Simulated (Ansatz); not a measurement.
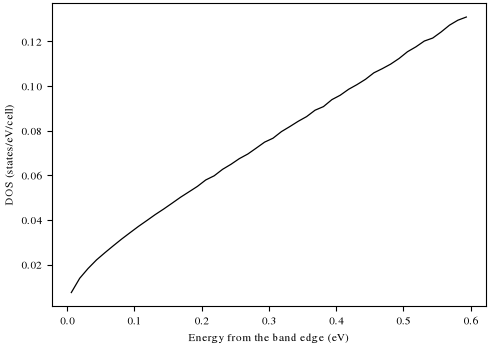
Density of states of YN (Fm-3m) above the conduction band minimum, r2SCAN with spin-orbit coupling, rigid bands (Ansatz, a program for electronic structure); cell volume 29.3 Å³.

Task: What effective density of states at 300 K does this give (∫ g(E) exp(−E/k_BT) dE, both spins, divided by the cell's size)?

Result: 1.3e19 cm⁻³, a density-of-states mass of 0.65 mₑ, valleys and band degeneracy included.

Geometry: cell and atoms relaxed with r2SCAN.
